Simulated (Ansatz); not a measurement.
**Strength of the Mg–H bond: C2H7MgN → C2H6MgN + H**

Species: C2H7MgN `C[N](C)[MgH]`, singlet; C2H6MgN `C[N](C)[Mg]`, doublet; H atom, doublet. 

Shapes, held fixed at every level: PBE0-D4/def2-TZVP. Programs: Ansatz 0.2.0. The zero-point and thermal change to 298 K, harmonic and unscaled (PBE0-D4/def2-TZVP), is -10.1 kJ/mol.

```csv
level,kind,ΔH(298 K) (kJ/mol),less CCSD(T)/def2-TZVPP,CPU time (sum over the molecules)
SPW92/def2-TZVPP,LDA,+301.0,+13.2,13 s
PBE-D4/def2-TZVPP,GGA,+270.0,-17.8,24 s
r2SCAN0-D4/def2-TZVPP,global hybrid,+276.7,-11.1,45 s
B2PLYP/def2-TZVPP,double hybrid,+286.7,-1.1,50 s
MP2/def2-SVP,perturbation theory,+260.1,-27.7,–
CCSD/def2-TZVPP,coupled cluster or CI,+288.2,+0.4,–
CCSD(T)/def2-TZVPP,coupled cluster or CI,+287.8,0.0,27 min
```

The highest level, CCSD(T)/def2-TZVPP, gives ΔH(298 K) = +287.8 kJ/mol; the levels span +260.1 to +301.0. The column of differences is taken from that level and isn't an error. No measured value is set beside it here. Open shells run unrestricted unless RO is named. Correlated rows may include outer-core shells of Mg, which these sets cover unevenly. Times are processor times on shared x86 and Arm servers, and rough.

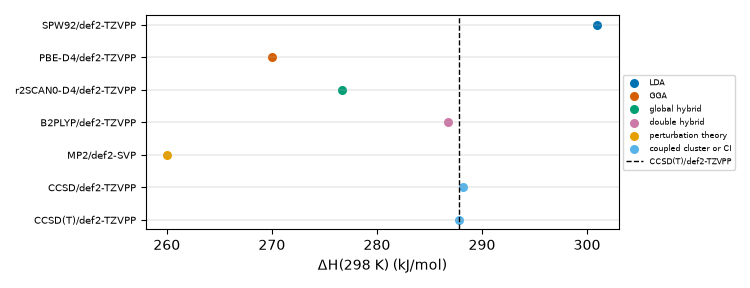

The values of the table, level by level.
